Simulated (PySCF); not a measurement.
**CH4BFO (SMILES OCBF): levels of theory compared**

Aim: a comparison of 6 runs (B3LYP/def2-SVPD, SVWN5/def2-SVPD, TPSS/def2-SVPD, r2SCAN/def2-SVPD, revPBE/def2-SVPD, CCSD(T)/def2-SVPD) of CH4BFO. The job is set up through a Python script.

Program for the calculation: PySCF 2.14.0.

## 1. The molecule

CH4BFO has 8 atoms, charge 0, and is taken as a singlet. As SMILES, `OCBF`. Geometry: relaxed at PBE0-D4/def2-TZVP. This is one conformer, not always the lowest.

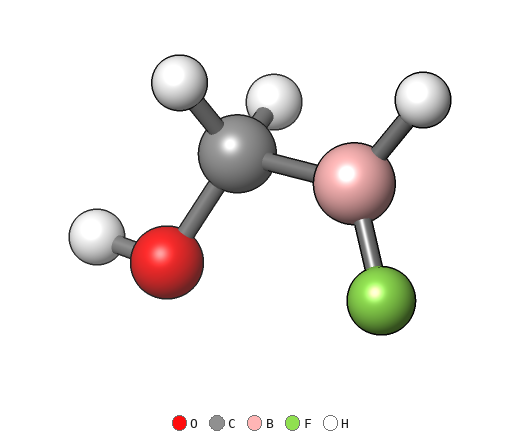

The structure, seen from a chosen angle (oxygen red, carbon grey, boron pink, fluorine green, hydrogen white).

## 2. The energy at B3LYP/def2-SVPD (run 1)

Contents of run.py:

```python
from pyscf import gto, dft

system = gto.M(
    atom='''
O     -1.240500     0.762600    -0.169300
C      0.117900     0.425000    -0.013600
B      0.368600    -1.112000     0.076000
F     -0.622900    -1.976700     0.007200
H     -1.319100     1.717500    -0.217300
H      0.563100     0.872000     0.893700
H      0.744200     0.799800    -0.843400
H      1.481000    -1.545400     0.210800
''',
    max_memory=1860,
    spin=0,
    basis='def2-svpd',
    verbose=3,
)

mf = dft.RKS(system)
mf.xc = 'b3lyp'
mf.conv_tol = 1e-10
mf.grids.level = 5
mf.kernel()
if not mf.converged:
    mf = mf.newton().run(mf.mo_coeff, mf.mo_occ)

etot = mf.e_tot
print('E(%s) = %.9f' % ('B3LYP', etot))
```

Launch:

```console
$ OMP_NUM_THREADS=1 python run.py
```

The log of the run:

```text
converged SCF energy = -240.307751552095
E(B3LYP) = -240.307751552
```

Run time: 31 s. Hardware: 1 thread of Arm Neoverse V1, shared host; peak memory 0.64 GiB.

## 3. The energy at SVWN5/def2-SVPD (run 2)

Contents of input.py:

```python
from pyscf import gto, dft

system = gto.M(
    atom='''
O   -1.240500   0.762600  -0.169300
C    0.117900   0.425000  -0.013600
B    0.368600  -1.112000   0.076000
F   -0.622900  -1.976700   0.007200
H   -1.319100   1.717500  -0.217300
H    0.563100   0.872000   0.893700
H    0.744200   0.799800  -0.843400
H    1.481000  -1.545400   0.210800
''',
    verbose=4,
    basis='def2-svpd',
    spin=0,
    max_memory=1860,
)

ks = dft.RKS(system, xc='svwn')
ks.grids.level = 5
ks.conv_tol = 1e-10
ks.kernel()
if not ks.converged:
    ks = ks.newton().run(ks.mo_coeff, ks.mo_occ)

e_final = ks.e_tot
print('Final energy', e_final)
```

Launch:

```console
$ OMP_NUM_THREADS=1 python input.py
```

The log of the run:

```text
PySCF version 2.14.0

[... 80 lines left out ...]
converged SCF energy = -238.470126113225
Final energy -238.4701261132251
```

Wall time 17 s (1 thread of Arm Neoverse V1, shared host); peak memory 0.44 GiB.

## 4. The energy at TPSS/def2-SVPD (run 3)

Contents of input.xyz:

```xyz
8
CH4BFO
O     -1.240500     0.762600    -0.169300
C      0.117900     0.425000    -0.013600
B      0.368600    -1.112000     0.076000
F     -0.622900    -1.976700     0.007200
H     -1.319100     1.717500    -0.217300
H      0.563100     0.872000     0.893700
H      0.744200     0.799800    -0.843400
H      1.481000    -1.545400     0.210800
```

Contents of calc.py:

```python
# OCBF
from pyscf import gto, dft

mol = gto.Mole()
mol.atom = 'input.xyz'
mol.max_memory = 1860
mol.verbose = 4
mol.basis = 'def2-svpd'
mol.charge = 0
mol.spin = 0
mol.build()

mf = dft.RKS(mol, xc='tpss')
mf.grids.level = 5
mf.conv_tol = 1e-10
mf.kernel()
if not mf.converged:
    mf = mf.newton().run(mf.mo_coeff, mf.mo_occ)

energy = mf.e_tot
print('E(%s) = %.9f' % ('TPSS', energy))
```

Launch:

```console
$ OMP_NUM_THREADS=1 python calc.py
```

The log of the run:

```text
PySCF version 2.14.0

[... 79 lines left out ...]
converged SCF energy = -240.327954672711
E(TPSS) = -240.327954673
```

Wall time 62 s (1 thread of Arm Neoverse V1, shared host); peak memory 0.68 GiB.

Runs 4 to 5 aren't shown in full; the table further down has their settings and results.

## 5. A single-point energy at CCSD(T)/def2-SVPD (run 6)

Contents of job.py:

```python
from pyscf import gto, scf, cc

system = gto.M(
    atom='''
O     -2.344205     1.441105    -0.319931
C      0.222799     0.803134    -0.025700
B      0.696553    -2.101375     0.143619
F     -1.177110    -3.735422     0.013606
H     -2.492738     3.245605    -0.410637
H      1.064105     1.647841     1.688848
H      1.406334     1.511403    -1.593795
H      2.798684    -2.920383     0.398354
''',
    unit='bohr',
    charge=0,
    verbose=3,
    basis='def2-svpd',
    max_memory=1860,
)

mf = scf.RHF(system)
mf.conv_tol = 1e-10
mf.kernel()
if not mf.converged:
    mf = mf.newton().run(mf.mo_coeff, mf.mo_occ)

mycc = cc.CCSD(mf, frozen=4)
mycc.kernel()
e_t = mycc.ccsd_t()
e_tot = mycc.e_tot + e_t
print('Final energy', e_tot)
```

Launch:

```console
$ OMP_NUM_THREADS=1 python job.py
```

The log of the run:

```text
converged SCF energy = -239.049758208642
E(CCSD) = -239.7003094100314  E_corr = -0.6505512013893759
CCSD(T) correction = -0.0172524419624651
Final energy -239.71756185199388
```

Run time: 2.3 min. Hardware: 1 thread of Arm Neoverse V1, shared host; peak memory 1.7 GiB.

## 6. The series

```csv
run,level,integration grid,frozen core orbitals,energy (Eh),dipole moment (D) of the reference,HOMO energy (eV),LUMO energy (eV),wall time
1,B3LYP/def2-SVPD,5,–,-240.307752,2.75,-8.06,-0.85,31 s
2,SVWN5/def2-SVPD,5,–,-238.470126,2.74,-6.77,-1.90,17 s
3,TPSS/def2-SVPD,5,–,-240.327955,2.60,-6.72,-1.42,62 s
4,r2SCAN/def2-SVPD,5,–,-240.171219,2.69,-6.98,-1.18,58 s
5,revPBE/def2-SVPD,5,–,-240.221265,2.58,-6.59,-1.53,26 s
6,CCSD(T)/def2-SVPD,–,4,-239.717562,3.05,-12.55,2.04,2.3 min
```

## 7. Outcome

```
                                          quantity          value
                               run 6: total energy  -239.71756 Eh
       run 6: dipole moment (Hartree–Fock density)         3.05 D
        run 6: HOMO energy (Hartree–Fock orbitals)      -12.55 eV
        run 6: LUMO energy (Hartree–Fock orbitals)        2.04 eV
      run 6: HOMO–LUMO gap (Hartree–Fock orbitals)       14.59 eV
run 6: correlation energy (4 core orbitals frozen)     -667.8 mEh
                             run 6: (T) correction     -17.25 mEh
                              run 6: T1 diagnostic          0.014
```

In words: Over runs 1, 2, 3, 4, 5 the dipole moment (its size) runs from 2.58 D (revPBE/def2-SVPD) to 2.75 D (B3LYP/def2-SVPD). Over runs 1, 2, 3, 4, 5 the HOMO–LUMO gap runs from 4.87 eV (SVWN5/def2-SVPD) to 7.21 eV (B3LYP/def2-SVPD). Totals of different functionals can't be ranked against each other. All runs together took 5.5 min, the longest 2.3 min.
